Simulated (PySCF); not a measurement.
## EPR calculation of CH₇BSi₂

CH₇BSi₂, multiplicity 3, computed with UKS B3LYP, IGLO-III on B C Si, pcH-1 on H, non-relativistic, mean-field spin-orbit, GIAO (PySCF 2.14.0).

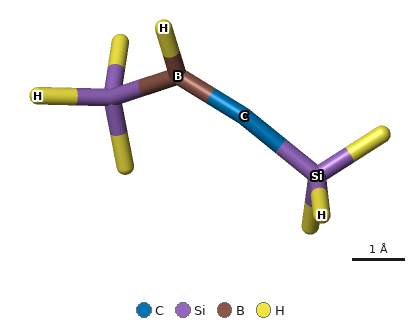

Fig. 1: The structure (stick view, seen at a tilt).

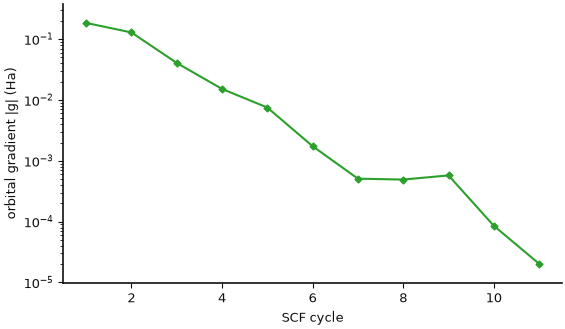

Fig. 2: Convergence of the self-consistent field: orbital gradient |g| against the SCF cycle. All cycles printed in the log are drawn one after another.

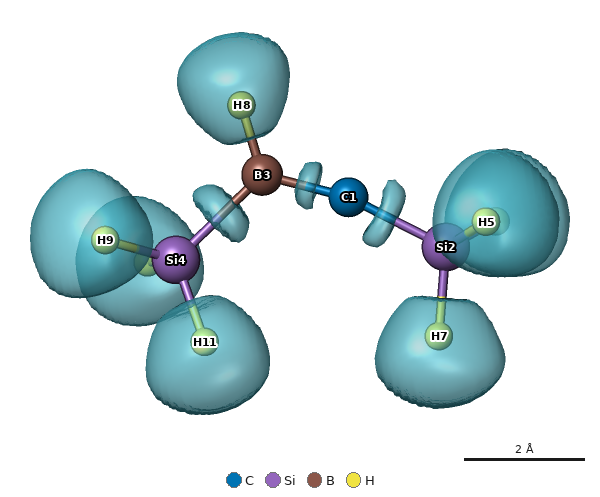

Fig. 3: Isosurface of the electron localisation function at 0.9 (cyan), seen face on. Core shells and regions of very low density are left out. Along the contacts the grid gives the following.

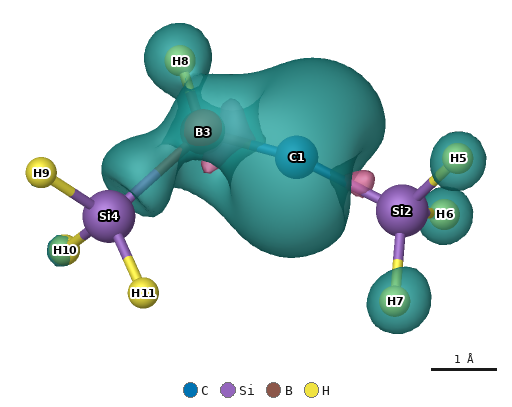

Fig. 4: Isosurfaces of the spin density (α minus β) at +0.02 (teal) and −0.02 e/Å³ (pink), seen at a tilt. The unpaired spin (2 electrons) lies mostly on C1 (about 1.3), B3 (about 0.3), Si2 (about 0.2) and Si4 (about 0.1), in electrons by Hirshfeld's partition.

These pictures come from the run below.

### The input
```
{"job": {"kind": "epr"}, "charge": 0, "multiplicity": 3}
C      0.850593     0.339560     0.393950
Si     2.318172    -0.536832    -0.264646
B     -0.511638     0.850718     0.741605
Si    -2.175160     0.058732    -0.114181
H      3.066798    -1.141882     0.879693
H      3.195223     0.454218    -0.960737
H      1.950073    -1.620264    -1.230097
H     -0.659135     1.772490     1.520035
H     -3.275274    -0.123619     0.886862
H     -2.668398     1.027247    -1.150269
H     -1.929359    -1.252230    -0.793431
```

The first line tells a small driver script what to run in PySCF; the rest is the geometry in Å.

Command:
```bash
OMP_NUM_THREADS=1 python <driver script> task.json out
```

### The program's output
```
UKS, coarse grid
  cycle   1  E = -646.08299519  |g| = 1.85e-01
  cycle   2  E = -646.09234949  |g| = 1.29e-01
  cycle   3  E = -646.10078296  |g| = 4.07e-02
  cycle   4  E = -646.10199963  |g| = 1.52e-02
  cycle   5  E = -646.10215911  |g| = 7.52e-03
  cycle   6  E = -646.10220088  |g| = 1.74e-03
  cycle   7  E = -646.10220485  |g| = 5.09e-04
UKS, final grid
  cycle   1  E = -646.10217633  |g| = 4.92e-04
  cycle   2  E = -646.10217630  |g| = 5.76e-04
  cycle   3  E = -646.10217648  |g| = 8.56e-05
  cycle   4  E = -646.10217649  |g| = 2.03e-05
E = -646.10217649 Eh   <S^2> = 2.0075 (exact 2.0000)
g shifts (ppm)      1          2          3
  rmc          -120       -120       -120
  gc             24         26          8
  oz_so         116        154        301
  total          20         59        189
hyperfine (MHz)  atom isotope    a_iso     a_fc   dipolar eigenvalues
    0   13C      55.07      55.21    -64.20     22.99     41.22
    1  29Si      35.40      35.48     -0.84     -0.40      1.23
    2   11B     -20.61     -20.61     -7.74     -0.80      8.54
    3  29Si     -53.80     -53.87    -10.21      4.81      5.39
    4    1H      38.28      38.28     -2.88     -2.20      5.09
    5    1H      38.12      38.12     -2.88     -2.20      5.08
    6    1H      48.80      48.80     -2.76     -1.83      4.60
    7    1H      62.84      62.84     -5.23     -3.13      8.36
    8    1H      13.80      13.80     -1.50     -0.90      2.40
    9    1H      16.50      16.50     -1.68     -0.99      2.67
   10    1H      -1.06      -1.06     -2.12     -1.42      3.54
zero-field splitting (cm-1)  D = 0.3679  E = 0.0087  (spin-spin 0.4468, spin-orbit -0.0794)
```

### Summary

```json
{"quantity": "outcome", "value": "converged"}
{"quantity": "total energy", "value": "−646.102176 hartree"}
{"quantity": "⟨S²⟩", "value": "2.008"}
{"quantity": "isotropic g", "value": "2.0024"}
{"quantity": "hardware", "value": "1 CPU thread, shared host"}
{"quantity": "wall time", "value": "42 s"}
{"quantity": "peak memory", "value": "0.83 GiB"}
```
